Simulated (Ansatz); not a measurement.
# BClHOSi (SMILES [BH+]O[Si]Cl) (charge +1): what the fields show

Input file:

```
crystal:
  periodic: [false, false, false]
  atoms:
    - {symbol: B, position_ang: [-0.961039, 0.297500, -0.182324]}
    - {symbol: Cl, position_ang: [-2.581958, 0.738033, 3.379427]}
    - {symbol: O, position_ang: [-0.912111, 0.589668, 1.004278]}
    - {symbol: Si, position_ang: [-0.658249, 1.089292, 2.854726]}
    - {symbol: H, position_ang: [-1.004673, 0.015301, -1.332268]}
basis:
  gaussian:
    orbitals: def2-TZVPD
total_charge: 1
hamiltonian:
  xc: {name: PBE0}
output: {forces: true, orbitals: {seedname: orbitals}}
```

Launched as:

```sh
ansatz run input.yaml --threads 1 --pin off --max-ram 2610MiB --events-out events.jsonl --progress --plain --runs-dir runs
```

Geometry: PBE0-D3(BJ)/def2-SVP.

These are results of Ansatz, isolated molecule in a Gaussian basis; Kohn-Sham density functional theory, functional PBE0, not measurements.

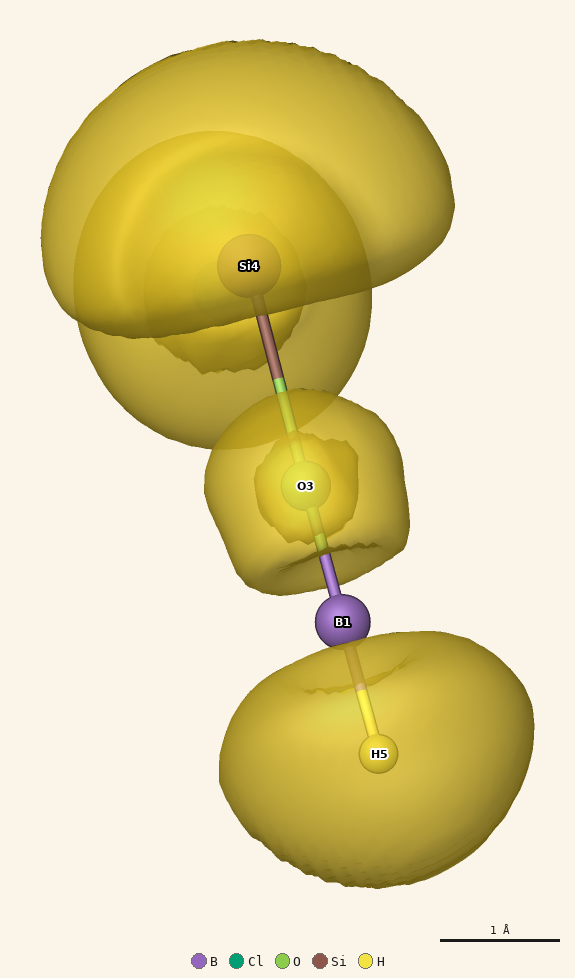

Figure 1. Isosurface of the electron localisation function at 0.75 (yellow), seen at an oblique angle. Only the valence region is drawn (cores and ρ < 0.01 e/Å³ removed).

**Where are the electrons localised?**

The ELF exceeds this value in one region around a hydrogen nucleus, one region on Cl in which the atom's valence shell and bonds are merged, one region on O in which the atom's valence shell and bonds are merged and one lobe on Si, pointing away from the bonds (lone pairs).


B–O (1.22 Å): the ELF peaks at about 0.85 between the atoms (a short, strongly polar bond). Si–O (1.93 Å): the ELF peaks at about 0.90 in the valence shell of O, 0.6 Å from its nucleus, and is about 0.55 at the midpoint.

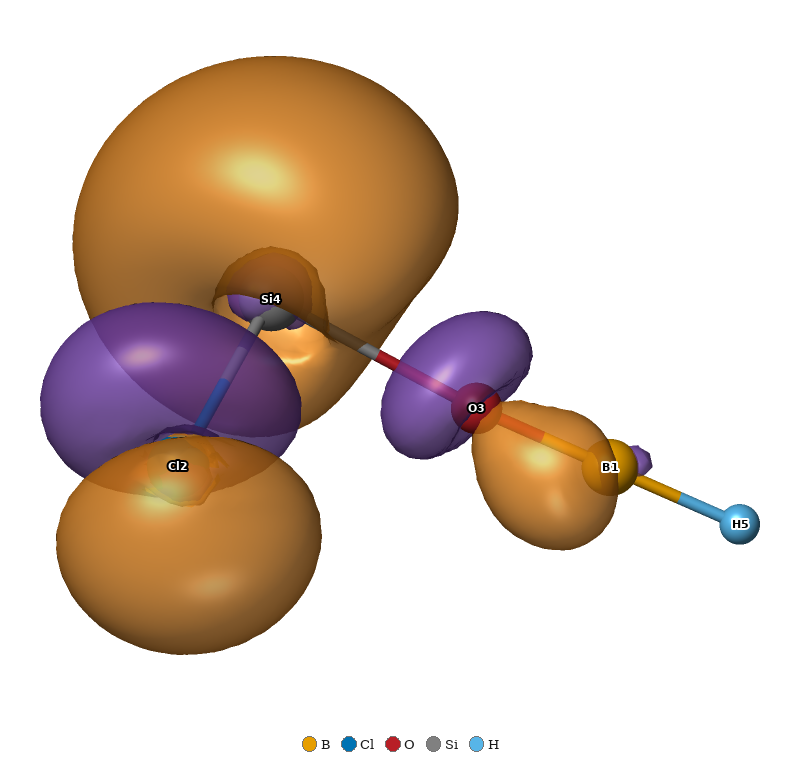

Figure 2. One frontier orbital at ±0.08 Å⁻³ᐟ² (orange and purple are the two phases), seen at a tilt.

**Which orbital is it: HOMO or LUMO?**

The HOMO, at −13.56 eV. It lies mainly on Si4 (about 65 %) and Cl2 (about 30 %); it is symmetric in the molecular plane (an in-plane orbital: σ, lone-pair or in-plane π type).

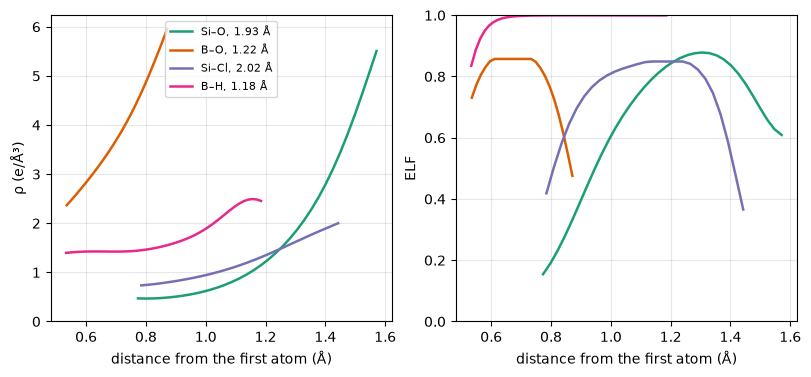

Figure 3. Electron density and electron localisation function along straight lines between neighbouring atoms. The curves leave out the atomic cores.

**Compare the contacts.**

Si–O (1.93 Å): the density is about 0.57 e/Å³ at the midpoint, with its minimum of 0.47 e/Å³ about 0.8 Å from Si; the ELF peaks at about 0.90 in the valence shell of O, 0.6 Å from its nucleus, and is about 0.55 at the midpoint.
B–O (1.22 Å): ρ at the midpoint is about 2.9 e/Å³; the ELF peaks at about 0.85 between the atoms; a polar covalent bond.
Si–Cl (2.02 Å): the density is about 0.96 e/Å³ at the midpoint; the ELF peaks at about 0.85 between the atoms: a polar covalent bond.
B–H (1.18 Å): the density is about 1.4 e/Å³ at the midpoint; the ELF climbs to about 1 towards the hydrogen, as it does in any bond to H; a covalent bond by its length.

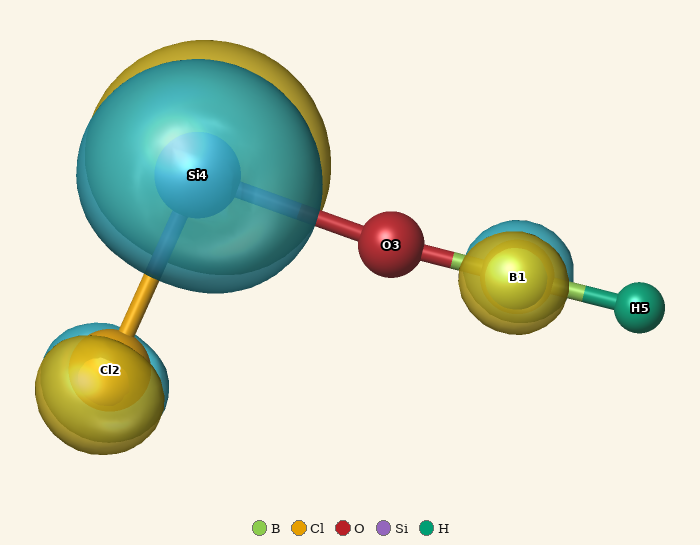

Figure 4. One frontier orbital at ±0.15 Å⁻³ᐟ² (yellow and cyan are the two phases), seen across its widest extent.

**Which orbital is it: HOMO or LUMO?**

The LUMO, at −8.03 eV. By Hirshfeld shares it lies mainly on Si4 (about 75 %), Cl2 (about 15 %) and B1 (about 10 %); it changes sign across the molecular plane (π type).
